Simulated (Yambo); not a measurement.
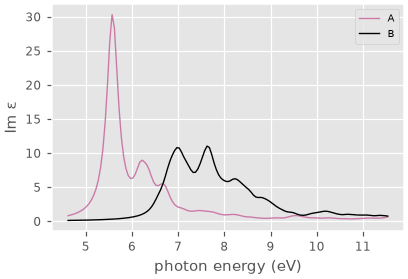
Figure. Two computed absorption spectra of BN (space group Fmm2, No. 42) (Yambo, LDA bands with the same scissor, field along x)

Axes are Cartesian, with cell vectors (Å) (0.00, 3.50, 2.17), (1.25, 0.00, 2.17), (1.25, 3.50, 0.00).

Question: Which curve includes the electron-hole attraction (BSE)?

Answer: Curve A: the attraction moves weight to lower energy (centre of the plotted range 6.3 eV against 7.9 eV). Settings: 10×10×10 mesh, 3 valence and 2 conduction bands, static screening with 11 bands and a 4 Ry block, scissor 1.90 eV, Tamm-Dancoff. The scissor comes from a G0W0 run whose convergence isn't established. Broadening 0.15 eV. The band window holds all transitions up to 14.2 eV. On this mesh the peak heights and the fine structure are mesh artefacts; only the shift of weight is robust.

Geometry of the Materials Project entry, not relaxed at this level; primitive cell a = 4.112 Å, b = 2.502 Å, c = 3.713 Å, α = 80.29°, β = 36.85°, γ = 62.86°.

This is not the ordinary phase of the substance; no match was found in the copy of COD used, and its stability was not checked.

The distance between layers or molecules is the database entry's, not relaxed here. Functionals without dispersion can leave it too large, which widens gaps and weakens the response across layers: the numbers belong to this cell.
